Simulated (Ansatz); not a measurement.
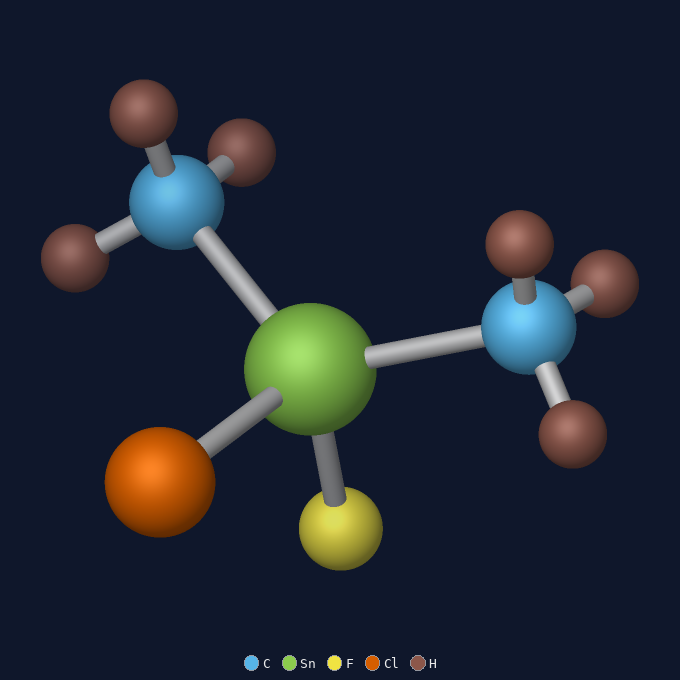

The geometry was computed by an optimisation with PBE0-D4/def2-TZVP. No frequency run is at hand to confirm it as a minimum.

Draw it as a skeletal formula.

SMILES: [CH3][Sn]([CH3])([F])[Cl]

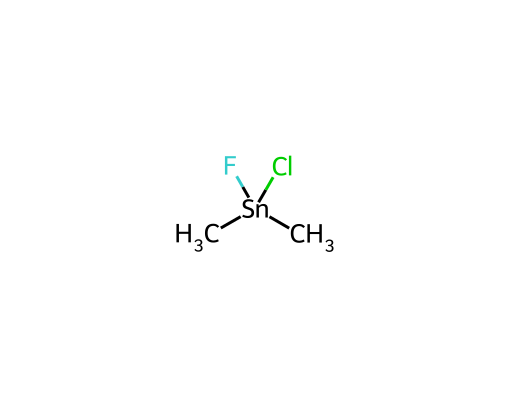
